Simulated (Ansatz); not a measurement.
**GaHCl2 + HF: a complex and its separated parts**

The complex below is one end of an elementary step. How strongly is it bound against its free parts?

The runs use Ansatz 0.2.0, Gaussian basis; PBE0-D4/def2-TZVP structures, single points in def2-TZVPP, no counterpoise correction.

Levels: SPW92, PBE-D4, BLYP-D4, r2SCAN-D4, B97M-V, PBE0-D4, B3LYP-D4, r2SCAN0-D4, BHLYP-D4, CAM-B3LYP-D4, wB97X-V, wB97M-V, B2PLYP, PBE-QIDH, RPA on PBE, Hartree-Fock, MP2, CCSD, CCSD(T).

Correlated methods freeze the cores. Filled d shells of the heavier atoms are correlated. B3LYP uses VWN-RPA correlation. B2PLYP carries no dispersion term here.

94 further runs of the same task are left out: 94 set aside as unsound or not needed. Runs told in other sessions of the task aren't counted.

### 1 Where the work starts

The complex: 6 atoms, charge 0, spin multiplicity 1.

Atoms are counted from 1 here; the program's logs count them from 0.

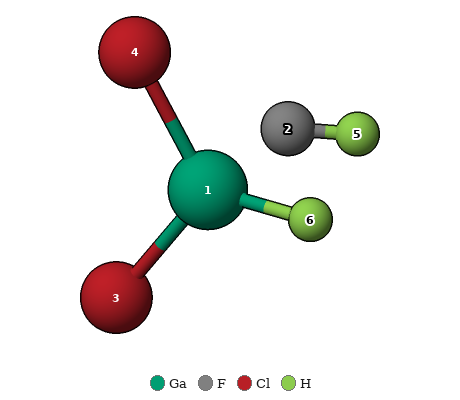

As it starts; gallium teal, fluorine grey, chlorine red, hydrogen green; atoms are numbered from 1 in the order of the file.

Geometry (Å):

```mol
Cl2FGaH2
  3D, bonds by distance, orders not assigned

  6  4  0  0  0  0  0  0  0  0999 V2000
   -0.4391   -0.6163   -0.0693 Ga  0  0
    0.9291    1.2570    0.0681 F   0  0
    1.1167   -2.0061   -0.5355 Cl  0  0
   -1.5949    0.0622   -1.7347 Cl  0  0
    0.9059    1.7007    0.8811 H   0  0
   -0.9178   -0.3974    1.3904 H   0  0
  1  3  8  0
  1  4  8  0
  1  6  8  0
  2  5  8  0
M  END
```

Its parts: GaHCl2 holds atoms 1, 3, 4, 6; HF holds atoms 2, 5. Each part counts its atoms afresh in its own runs.

### 2 Relaxing GaHCl2 alone

File relax-a/in.yaml:

```yaml
crystal:
  periodic: [false, false, false]
  atoms:
    - {symbol: Ga, position_ang: [-0.439105, -0.616330, -0.069322]}
    - {symbol: Cl, position_ang: [1.116735, -2.006147, -0.535530]}
    - {symbol: Cl, position_ang: [-1.594878, 0.062159, -1.734707]}
    - {symbol: H, position_ang: [-0.917756, -0.397387, 1.390363]}
basis:
  gaussian: {orbitals: def2-TZVP}
hamiltonian: {xc: pbe0, dispersion: d4}
relax: {f_tol: 0.005, max_steps: 200}
```

On the command line:

```sh
$ ansatz run in.yaml --threads 4 --pin off --events-out ev --progress --plain --max-ram 9574MiB
```

Output, shortened:

```text
Functional definition: PBE0
  name "PBE0"
  cite "Adamo & Barone, J. Chem. Phys. 110, 6158 (1999) doi:10.1063/1.478522"
  cite "Perdew, Burke & Ernzerhof, Phys. Rev. Lett. 77, 3865 (1996) doi:10.1103/PhysRevLett.77.3865"
  parent pbe
[...]
993 factors; their error is unknown
[...]
mean field -77428.15588580 eV, -2845.4322461142 hartree, gradient 2.0e-5 eV, S^2 0.000000; 0 other end points of the search recorded, 0 dependent functions left out
[...]
reference -77428.15591241 eV, -2845.4322470920 hartree; 33, 33 occupied and 95, 95 virtual orbitals, 993 factors
[...]
993 factors; their error is unknown
[...]
mean field -77428.19432751 eV, -2845.4336588208 hartree, gradient 4.8e-5 eV, S^2 0.000000; 1 other end points of the search recorded, 0 dependent functions left out
[...]
reference -77428.19435421 eV, -2845.4336598021 hartree; 33, 33 occupied and 95, 95 virtual orbitals, 993 factors
Total energy: -77428.28143532 eV, -2845.4368599738 hartree
Atom 0 at    -0.504813    -0.699071    -0.063545 Å, force    -0.000189     0.000529     0.001318 eV/Å
Atom 1 at     1.127603    -1.976888    -0.543704 Å, force     0.000231    -0.000285    -0.000261 eV/Å
Atom 2 at    -1.567057     0.078485    -1.735429 Å, force    -0.000140    -0.000002    -0.000421 eV/Å
Atom 3 at    -0.890738    -0.360231     1.393483 Å, force     0.000098    -0.000241    -0.000637 eV/Å
Dipole moment:    -0.089025     0.078066     0.335942 e Å
```

It took 19 s on 4 threads of Intel Xeon at 2.50GHz, shared host.

Along the way:

```
step  energy from step 1 (eV)  largest force component (eV/Å)
   1                   0.0000                          0.4367
   2                  -0.0375                          0.1214
   3                  -0.0387                          0.0268
   4                  -0.0387                          0.0013
```

Distances of close pairs at the start and the end, largest changes first:

| bond | before (Å) | after (Å) | change (Å) |
| --- | --- | --- | --- |
| Ga1–Cl3 | 2.138 | 2.128 | -0.010 |
| Ga1–Cl2 | 2.138 | 2.128 | -0.010 |
| Ga1–H4 | 1.552 | 1.545 | -0.007 |

### 3 Relaxing HF alone

File relax-b/in.yaml:

```yaml
crystal:
  periodic: [false, false, false]
  atoms:
    - {symbol: F, position_ang: [0.929122, 1.257038, 0.068085]}
    - {symbol: H, position_ang: [0.905882, 1.700668, 0.881111]}
basis:
  gaussian: {orbitals: def2-TZVP}
hamiltonian: {xc: pbe0, dispersion: d4}
relax: {f_tol: 0.005, max_steps: 200}
```

On the command line:

```sh
$ ansatz run in.yaml --threads 4 --pin off --events-out ev --progress --plain --max-ram 9574MiB
```

Output, shortened:

```text
Functional definition: PBE0
  name "PBE0"
  cite "Adamo & Barone, J. Chem. Phys. 110, 6158 (1999) doi:10.1063/1.478522"
  cite "Perdew, Burke & Ernzerhof, Phys. Rev. Lett. 77, 3865 (1996) doi:10.1103/PhysRevLett.77.3865"
  parent pbe
[...]
200 factors; their error is unknown
[...]
mean field -2731.80046476 eV, -100.3918153989 hartree, gradient 6.9e-6 eV, S^2 0.000000; 0 other end points of the search recorded, 0 dependent functions left out
[...]
reference -2731.80170840 eV, -100.3918611019 hartree; 5, 5 occupied and 32, 32 virtual orbitals, 200 factors
Total energy: -2731.80322168 eV, -100.3919167142 hartree
Atom 0 at     0.929041     1.258581     0.070913 Å, force     0.000033    -0.000631    -0.001157 eV/Å
Atom 1 at     0.905963     1.699125     0.878283 Å, force    -0.000033     0.000631     0.001157 eV/Å
Dipole moment:    -0.010054     0.191926     0.351736 e Å
```

Wall time 1.4 s (4 threads of Intel Xeon at 2.50GHz, shared host).

Step by step:

```
step  energy from step 1 (eV)  largest force component (eV/Å)
   1                   0.0000                          0.3343
   2                  -0.0012                          0.0691
   3                  -0.0012                          0.0012
```

The bond:

```
 bond  before (Å)  after (Å)  change (Å)
F1–H2       0.926      0.920      -0.006
```

### 4 SPW92/def2-TZVPP

File parta/in.yaml:

```yaml
crystal:
  periodic: [false, false, false]
  atoms:
    - {symbol: Ga, position_ang: [-0.504813, -0.699071, -0.063545]}
    - {symbol: Cl, position_ang: [1.127603, -1.976888, -0.543704]}
    - {symbol: Cl, position_ang: [-1.567057, 0.078485, -1.735429]}
    - {symbol: H, position_ang: [-0.890738, -0.360231, 1.393483]}
basis:
  gaussian: {orbitals: def2-TZVPP}
hamiltonian: {xc: lda}
```

File partb/in.yaml:

```yaml
crystal:
  periodic: [false, false, false]
  atoms:
    - {symbol: F, position_ang: [0.929041, 1.258581, 0.070913]}
    - {symbol: H, position_ang: [0.905963, 1.699125, 0.878283]}
basis:
  gaussian: {orbitals: def2-TZVPP}
hamiltonian: {xc: lda}
```

The same command starts each run, in its folder.

On the command line:

```sh
$ ansatz run in.yaml --threads 4 --pin off --events-out ev --progress --plain --max-ram 9574MiB
```

parta printed, shortened:

```text
Functional definition: SPW92
  name "SPW92"
  cite "Dirac, Proc. Camb. Phil. Soc. 26, 376 (1930) doi:10.1017/S0305004100016108"
  cite "Slater, Phys. Rev. 81, 385 (1951) doi:10.1103/PhysRev.81.385"
  cite "Perdew & Wang, Phys. Rev. B 45, 13244 (1992) doi:10.1103/PhysRevB.45.13244"
[...]
1015 factors; their error is unknown
[...]
mean field -77279.76995133 eV, -2839.9791636018 hartree, gradient 4.3e-5 eV, S^2 0.000000; 0 other end points of the search recorded, 0 dependent functions left out
reference -77279.76998454 eV, -2839.9791648224 hartree; 33, 33 occupied and 113, 113 virtual orbitals, 1015 factors
Total energy: -77279.76998454 eV, -2839.9791648224 hartree
```

Output in partb, shortened:

```text
Functional definition: SPW92
  name "SPW92"
  cite "Dirac, Proc. Camb. Phil. Soc. 26, 376 (1930) doi:10.1017/S0305004100016108"
  cite "Slater, Phys. Rev. 81, 385 (1951) doi:10.1103/PhysRev.81.385"
  cite "Perdew & Wang, Phys. Rev. B 45, 13244 (1992) doi:10.1103/PhysRevB.45.13244"
[...]
215 factors; their error is unknown
[...]
mean field -2716.76650269 eV, -99.8393274832 hartree, gradient 3.5e-5 eV, S^2 0.000000; 0 other end points of the search recorded, 0 dependent functions left out
reference -2716.76651377 eV, -99.8393278905 hartree; 5, 5 occupied and 40, 40 virtual orbitals, 215 factors
Total energy: -2716.76651377 eV, -99.8393278905 hartree
```

Wall times: 1.7 s (parta), 0.36 s (partb) on 4 threads of Intel Xeon at 2.50GHz, shared host.

### 5 PBE-D4/def2-TZVPP

The same edit goes into each in.yaml of step 4 (parta, partb):

```diff
-hamiltonian: {xc: lda}
+hamiltonian: {xc: pbe, dispersion: d4}
```

The same command starts each run, in its folder.

On the command line:

```sh
$ ansatz run in.yaml --threads 4 --pin off --events-out ev --progress --plain --max-ram 9574MiB
```

Output in parta, shortened:

```text
Functional definition: PBE
  name "PBE"
  cite "Perdew, Burke & Ernzerhof, Phys. Rev. Lett. 77, 3865 (1996) doi:10.1103/PhysRevLett.77.3865"
  parent pbe
[...]
1015 factors; their error is unknown
[...]
mean field -77425.05682381 eV, -2845.3183576865 hartree, gradient 6.5e-5 eV, S^2 0.000000; 0 other end points of the search recorded, 0 dependent functions left out
reference -77425.05685924 eV, -2845.3183589885 hartree; 33, 33 occupied and 113, 113 virtual orbitals, 1015 factors
Total energy: -77425.15871267 eV, -2845.3221020330 hartree
```

Log of partb, shortened:

```text
Functional definition: PBE
  name "PBE"
  cite "Perdew, Burke & Ernzerhof, Phys. Rev. Lett. 77, 3865 (1996) doi:10.1103/PhysRevLett.77.3865"
  parent pbe
[...]
215 factors; their error is unknown
[...]
mean field -2731.84357951 eV, -100.3933998370 hartree, gradient 4.8e-5 eV, S^2 0.000000; 0 other end points of the search recorded, 0 dependent functions left out
reference -2731.84359162 eV, -100.3934002820 hartree; 5, 5 occupied and 40, 40 virtual orbitals, 215 factors
Total energy: -2731.84548550 eV, -100.3934698807 hartree
```

They took 2 s (parta), 0.35 s (partb) on 4 threads of Intel Xeon at 2.50GHz, shared host.

### 6 BLYP-D4/def2-TZVPP

Each input of step 5 (parta, partb) changes in the same lines:

```diff
-hamiltonian: {xc: pbe, dispersion: d4}
+hamiltonian: {xc: {name: BLYP}, dispersion: d4}
```

Each run has its own folder and the same command.

On the command line:

```sh
$ ansatz run in.yaml --threads 4 --pin off --events-out ev --progress --plain --max-ram 9574MiB
```

Output in parta, shortened:

```text
Functional definition: BLYP
  name "BLYP"
  cite "Becke, Phys. Rev. A 38, 3098 (1988) doi:10.1103/PhysRevA.38.3098"
  cite "Lee, Yang & Parr, Phys. Rev. B 37, 785 (1988) doi:10.1103/PhysRevB.37.785"
[...]
1015 factors; their error is unknown
[...]
mean field -77444.97263619 eV, -2846.0502502923 hartree, gradient 8.2e-5 eV, S^2 0.000000; 0 other end points of the search recorded, 0 dependent functions left out
reference -77444.97295457 eV, -2846.0502619926 hartree; 33, 33 occupied and 113, 113 virtual orbitals, 1015 factors
Total energy: -77445.18785593 eV, -2846.0581594717 hartree
```

partb printed, shortened:

```text
Functional definition: BLYP
  name "BLYP"
  cite "Becke, Phys. Rev. A 38, 3098 (1988) doi:10.1103/PhysRevA.38.3098"
  cite "Lee, Yang & Parr, Phys. Rev. B 37, 785 (1988) doi:10.1103/PhysRevB.37.785"
[...]
215 factors; their error is unknown
[...]
mean field -2734.23792519 eV, -100.4813904178 hartree, gradient 3.9e-5 eV, S^2 0.000000; 0 other end points of the search recorded, 0 dependent functions left out
reference -2734.23804880 eV, -100.4813949602 hartree; 5, 5 occupied and 40, 40 virtual orbitals, 215 factors
Total energy: -2734.24263078 eV, -100.4815633449 hartree
```

They took 2.1 s (parta), 0.41 s (partb) on 4 threads of Intel Xeon at 2.50GHz, shared host.

### 7 r2SCAN-D4/def2-TZVPP

Each input of step 6 (parta, partb) changes in the same lines:

```diff
-hamiltonian: {xc: {name: BLYP}, dispersion: d4}
+hamiltonian: {xc: r2scan, dispersion: d4}
```

The same command starts each run, in its folder.

On the command line:

```sh
$ ansatz run in.yaml --threads 4 --pin off --events-out ev --progress --plain --max-ram 9574MiB
```

Log of parta, shortened:

```text
Functional definition: r2SCAN
  name "r2SCAN"
  cite "Furness, Kaplan, Ning, Perdew & Sun, J. Phys. Chem. Lett. 11, 8208 (2020) doi:10.1021/acs.jpclett.0c02405"
  cite "Furness, Kaplan, Ning, Perdew & Sun, J. Phys. Chem. Lett. 11, 9248 (2020) doi:10.1021/acs.jpclett.0c03077"
  parent r2scan
[...]
1015 factors; their error is unknown
[...]
mean field -77441.42744334 eV, -2845.9199668580 hartree, gradient 5.6e-5 eV, S^2 0.000000; 0 other end points of the search recorded, 0 dependent functions left out
reference -77441.42745315 eV, -2845.9199672185 hartree; 33, 33 occupied and 113, 113 virtual orbitals, 1015 factors
Total energy: -77441.44909145 eV, -2845.9207624112 hartree
```

Output in partb, shortened:

```text
Functional definition: r2SCAN
  name "r2SCAN"
  cite "Furness, Kaplan, Ning, Perdew & Sun, J. Phys. Chem. Lett. 11, 8208 (2020) doi:10.1021/acs.jpclett.0c02405"
  cite "Furness, Kaplan, Ning, Perdew & Sun, J. Phys. Chem. Lett. 11, 9248 (2020) doi:10.1021/acs.jpclett.0c03077"
  parent r2scan
[...]
215 factors; their error is unknown
[...]
mean field -2733.29261783 eV, -100.4466510129 hartree, gradient 6.5e-6 eV, S^2 0.000000; 0 other end points of the search recorded, 0 dependent functions left out
reference -2733.29262101 eV, -100.4466511298 hartree; 5, 5 occupied and 40, 40 virtual orbitals, 215 factors
Total energy: -2733.29307854 eV, -100.4466679438 hartree
```

They took 3.8 s (parta), 0.87 s (partb) on 4 threads of Intel Xeon at 2.50GHz, shared host.

### 8 B97M-V/def2-TZVPP

The same edit goes into each in.yaml of step 7 (parta, partb):

```diff
-hamiltonian: {xc: r2scan, dispersion: d4}
+hamiltonian: {xc: {name: B97M-V}}
```

One command serves all of them, each in its own folder.

On the command line:

```sh
$ ansatz run in.yaml --threads 4 --pin off --events-out ev --progress --plain --max-ram 9574MiB
```

Log of parta, shortened:

```text
Functional definition: B97M-V
  name "B97M-V"
  cite "Mardirossian & Head-Gordon, J. Chem. Phys. 142, 074111 (2015) doi:10.1063/1.4907719"
  cite "Becke, J. Chem. Phys. 107, 8554 (1997) doi:10.1063/1.475007"
  cite "Vydrov & Van Voorhis, J. Chem. Phys. 133, 244103 (2010) doi:10.1063/1.3521275"
  # Of w^i u^j: cxij and so on, Table III.
[...]
  gx(w, u) = cx00 + cx01*u + cx02*u^2 + (cx10 + cx11*u)*w
[...]
  gos(w, u) = cos00 + cos01*u + cos03*u^3 + cos10*w + cos32*w^3*u^2
[...]
      + integral(e_c_pw_mod_opposite_spin*gos(b97_w_opposite, b97_u_opposite)) + vv10(b, c)
1015 factors; their error is unknown
[...]
mean field -77426.86110646 eV, -2845.3846638511 hartree, gradient 4.8e-6 eV, S^2 0.000000; 0 other end points of the search recorded, 0 dependent functions left out
reference -77426.86115586 eV, -2845.3846656663 hartree; 33, 33 occupied and 113, 113 virtual orbitals, 1015 factors
Total energy: -77426.86115586 eV, -2845.3846656663 hartree
```

Output in partb, shortened:

```text
Functional definition: B97M-V
  name "B97M-V"
  cite "Mardirossian & Head-Gordon, J. Chem. Phys. 142, 074111 (2015) doi:10.1063/1.4907719"
  cite "Becke, J. Chem. Phys. 107, 8554 (1997) doi:10.1063/1.475007"
  cite "Vydrov & Van Voorhis, J. Chem. Phys. 133, 244103 (2010) doi:10.1063/1.3521275"
  # Of w^i u^j: cxij and so on, Table III.
[...]
  gx(w, u) = cx00 + cx01*u + cx02*u^2 + (cx10 + cx11*u)*w
[...]
  gos(w, u) = cos00 + cos01*u + cos03*u^3 + cos10*w + cos32*w^3*u^2
[...]
      + integral(e_c_pw_mod_opposite_spin*gos(b97_w_opposite, b97_u_opposite)) + vv10(b, c)
215 factors; their error is unknown
[...]
mean field -2733.38837796 eV, -100.4501701330 hartree, gradient 2.3e-5 eV, S^2 0.000000; 0 other end points of the search recorded, 0 dependent functions left out
reference -2733.38839568 eV, -100.4501707840 hartree; 5, 5 occupied and 40, 40 virtual orbitals, 215 factors
Total energy: -2733.38839568 eV, -100.4501707840 hartree
```

They took 6 s (parta), 0.76 s (partb) on 4 threads of Intel Xeon at 2.50GHz, shared host.

### 9 PBE0-D4/def2-TZVPP

Each input of step 8 (parta, partb) changes in the same lines:

```diff
-hamiltonian: {xc: {name: B97M-V}}
+hamiltonian: {xc: pbe0, dispersion: d4}
+output: {orbitals: {seedname: orbitals}}
```

The same command starts each run, in its folder.

On the command line:

```sh
$ ansatz run in.yaml --threads 4 --pin off --events-out ev --progress --plain --max-ram 9574MiB
```

Output in parta, shortened:

```text
Functional definition: PBE0
  name "PBE0"
  cite "Adamo & Barone, J. Chem. Phys. 110, 6158 (1999) doi:10.1063/1.478522"
  cite "Perdew, Burke & Ernzerhof, Phys. Rev. Lett. 77, 3865 (1996) doi:10.1103/PhysRevLett.77.3865"
  parent pbe
[...]
1122 factors; their error is unknown
[...]
mean field -77428.20256725 eV, -2845.4339616259 hartree, gradient 2.6e-5 eV, S^2 0.000000; 0 other end points of the search recorded, 0 dependent functions left out
reference -77428.20259394 eV, -2845.4339626067 hartree; 33, 33 occupied and 113, 113 virtual orbitals, 1122 factors
Total energy: -77428.28967504 eV, -2845.4371627781 hartree
```

Output in partb, shortened:

```text
Functional definition: PBE0
  name "PBE0"
  cite "Adamo & Barone, J. Chem. Phys. 110, 6158 (1999) doi:10.1063/1.478522"
  cite "Perdew, Burke & Ernzerhof, Phys. Rev. Lett. 77, 3865 (1996) doi:10.1103/PhysRevLett.77.3865"
  parent pbe
[...]
215 factors; their error is unknown
[...]
mean field -2731.86112077 eV, -100.3940444662 hartree, gradient 4.0e-5 eV, S^2 0.000000; 0 other end points of the search recorded, 0 dependent functions left out
reference -2731.86112948 eV, -100.3940447864 hartree; 5, 5 occupied and 40, 40 virtual orbitals, 215 factors
Total energy: -2731.86264277 eV, -100.3941003987 hartree
```

They took 3.8 s (parta), 0.41 s (partb) on 4 threads of Intel Xeon at 2.50GHz, shared host.

(Part 1 of 3 ends here.)
